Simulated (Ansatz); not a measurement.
Consider Na3MoO4Cl (P4/nmm).

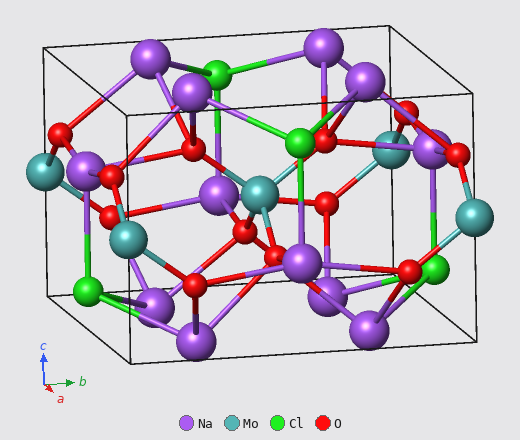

The structure (sodium purple, molybdenum teal, chlorine green, oxygen red). Some periodic images of atoms are drawn too.

The structure is tetragonal, space group P4/nmm (No. 129). Conventional cell: a = 7.494 Å, b = 7.494 Å, c = 5.341 Å, α = 90.00°, β = 90.00°, γ = 90.00°. Nearest to Na lie 4 O at 2.50 Å and 2 Cl at 2.78 Å. Na has 4 O at 2.35 Å and 2 Cl at 2.58 to 2.76 Å nearest. Nearest to Mo lie 4 O at 1.78 Å. Nearest to Cl lie 6 Na at 2.58 to 2.78 Å. Nearest to O lie 1 Mo at 1.78 Å and 3 Na at 2.35 to 2.50 Å. Farther neighbours and most contacts between anions are not listed.

```cif
data_structure
_symmetry_space_group_name_H-M 'P 1'
_symmetry_Int_Tables_number 1
_cell_length_a 7.4942
_cell_length_b 7.4942
_cell_length_c 5.3409
_cell_angle_alpha 90.000
_cell_angle_beta 90.000
_cell_angle_gamma 90.000
_cell_volume 299.96
loop_
_atom_site_label
_atom_site_type_symbol
_atom_site_fract_x
_atom_site_fract_y
_atom_site_fract_z
_atom_site_occupancy
Na1 Na 0.75000 0.75000 0.00000 1
Na2 Na 0.75000 0.25000 0.00000 1
Na3 Na 0.25000 0.25000 0.00000 1
Na4 Na 0.25000 0.75000 0.00000 1
Na5 Na 0.50000 0.00000 0.63891 1
Na6 Na 0.00000 0.50000 0.36109 1
Mo7 Mo 0.00000 0.00000 0.50000 1
Mo8 Mo 0.50000 0.50000 0.50000 1
Cl9 Cl 0.50000 0.00000 0.15543 1
Cl10 Cl 0.00000 0.50000 0.84457 1
O11 O 0.81027 0.00000 0.70049 1
O12 O 0.50000 0.31027 0.70049 1
O13 O 0.18973 0.00000 0.70049 1
O14 O 0.50000 0.68973 0.70049 1
O15 O 0.31027 0.50000 0.29951 1
O16 O 0.00000 0.18973 0.29951 1
O17 O 0.68973 0.50000 0.29951 1
O18 O 0.00000 0.81027 0.29951 1
```

Geometry: measured cell, ions relaxed with PBE. The runs that relaxed it are not among those shown.

Gaps computed with Ansatz 0.2.0 without a self-energy: PBEsol 4.30 eV, PBE 4.31 eV, PBE+SOC 4.31 eV and r2SCAN 4.72 eV. The mean ε∞ by PBE perturbation theory is 2.67.

Q: What gap should G0W0 on PBE give (2×2×4 mesh, 1009 empty bands, screening to 130 eV, PAW set soft_1 files)?

About 7.08 eV: on its mesh the run moves the gap from 4.31 eV by +2.77 eV. A band edge moves to another state on the way. Among the scalar-relativistic levels given, r2SCAN is nearest (−2.36 eV). One-shot corrections scale roughly with one over ε∞, here 0.38. Bands and cutoff are finite, so the gap is not at the basis limit. The miss can reach some tenths of an eV and take either sign; the mesh is an error of its own. The 2×2×4 mesh is coarse for this cell (its supercell is 15 Å along the shortest edge). The RPA ε∞ on it, from the PBE start, is 2.52 and 2.53; such meshes misread the long-range screening, most where the gap is narrow. The many-body steps are scalar-relativistic: spin-orbit coupling is not in them.

[Paths, hosts, dates, memory and timing lines, banners, echoed tables and standing remarks are left out of the program output.]

[Logs are printed without paths, hosts, clocks, repeated set-up lines and the standing remarks that a program may print on its own settings, such as how far it seeks lower states.]

[Runs of the session that timed out or met a known fault of the program may be left out.]

[Cells called generated may have been cut or substituted from an entry of the Crystallography Open Database or the Materials Project.]

[Hosts, paths, dates, database ids (printed as entryN), source tags and the programs' standing remarks are cut or masked in the printed files.]
